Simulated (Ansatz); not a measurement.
In doubt: one-shot GW on d or f shells is unsure (in some of the runs), so the values of those runs are not to be relied on.

The crystal is ZnCu2SnS4 (I-4).

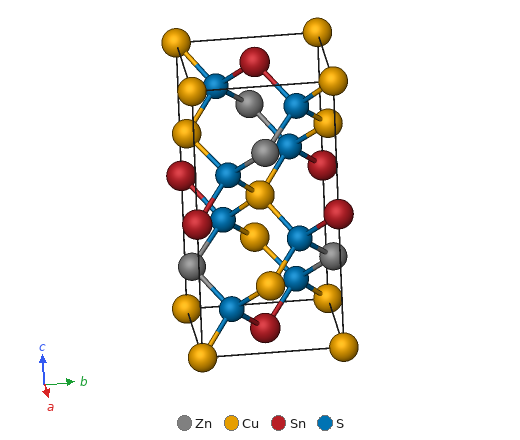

The structure (zinc grey, copper orange, tin red, sulfur blue). Bonds to atoms that aren't drawn are left out. Some periodic images of atoms are drawn too.

It takes space group I-4 (No. 82, tetragonal). Conventional cell: a = 5.434 Å, b = 5.434 Å, c = 10.850 Å, α = 90.00°, β = 90.00°, γ = 90.00°. Nearest to Zn lie 4 S at 2.33 Å. Nearest to Cu lie 4 S at 2.33 Å. Sn has 4 S at 2.41 Å nearest. Nearest to S lie 1 Zn at 2.33 Å and 2 Cu at 2.33 Å and 1 Sn at 2.41 Å. Farther neighbours and most contacts between anions are not listed.

```xyz
8
Lattice="-2.7171 2.7171 5.4248 2.7171 -2.7171 5.4248 2.7171 2.7171 -5.4248" Properties=species:S:1:pos:R:3 pbc="T T T"
Zn    2.7171    0.0000    2.7124
Cu    0.0000    0.0000    0.0000
Cu    0.0000    2.7171    2.7124
Sn    0.0000    0.0000    5.4248
S     4.1093    1.3227    1.3910
S     1.3227    1.3249   -1.3910
S    -1.3922    1.3944    6.8158
S     1.3944    1.3922    4.0338
```

The cell and positions come from the Crystallography Open Database and are kept as given unless a step says otherwise.

Gaps computed with Ansatz 0.2.0 without a self-energy: PBE 0.29 eV and HSE06 1.48 eV.

**Question.** Estimate the G0W0@PBE gap with 4×4×4 mesh, 952 empty bands, screening to 190 eV, PAW set soft_1 files.

About 0.63 eV: on its mesh the run moves the gap from 0.29 eV by +0.34 eV. Among the scalar-relativistic levels given, PBE is nearest (−0.34 eV). Bands and cutoff are finite, so the gap is not at the basis limit. The miss can reach some tenths of an eV and take either sign; the mesh is an error of its own. The 4×4×4 mesh is coarse for this cell (its supercell is 27 Å along the shortest edge). The RPA ε∞ on it, from the PBE start, is 28.56 and 48.15; such meshes misread the long-range screening, most where the gap is narrow. The RPA ε∞ on this mesh reaches over 25; with a narrow direct gap a coarse mesh can overstate it, and the correction is then too small. A d shell, filled or nearly so, lies near the gap. One-shot GW converges very slowly in bands there, not always from below, and on a semilocal start the gap tends to come out low; starts rich in exact exchange can overshoot instead. The many-body steps are scalar-relativistic: spin-orbit coupling is not in them.

[Paths, hosts, dates, memory and timing lines, banners, echoed tables and standing remarks are left out of the program output.]

[Logs are printed without paths, hosts, clocks, repeated set-up lines and the standing remarks that a program may print on its own settings, such as how far it seeks lower states.]

[Runs of the session that timed out or met a known fault of the program may be left out.]

[Cells called generated may have been cut or substituted from an entry of the Crystallography Open Database or the Materials Project.]

[Hosts, paths, dates, database ids (printed as entryN), source tags and the programs' standing remarks are cut or masked in the printed files.]
